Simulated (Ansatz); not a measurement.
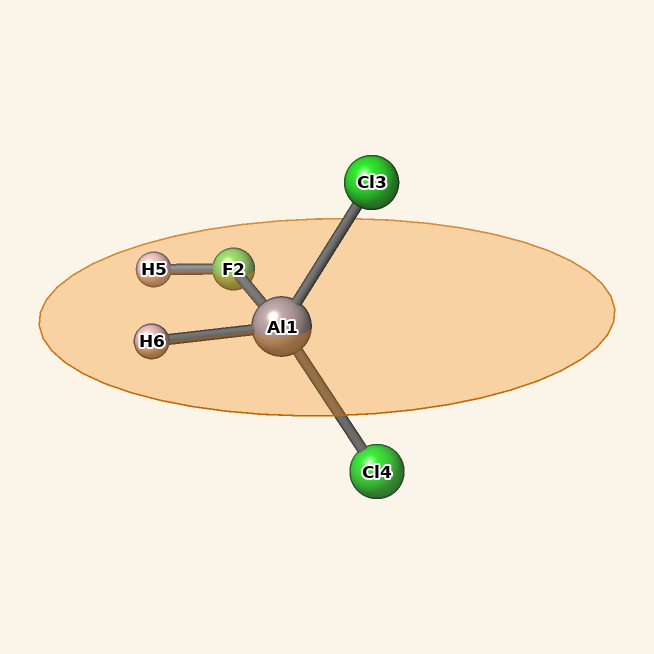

A disc through the centre of mass is drawn in. Depth is shown by fading: the farther an atom, the more it takes the colour of the background. Computed geometry: PBE0-D4/def2-TZVP optimisation.

**Is the plane of the disc a mirror plane of the structure?**

Yes. The reflection leaves Al1, F2, H5, H6 in place and moves Cl3 ↔ Cl4. The point group is Cs.
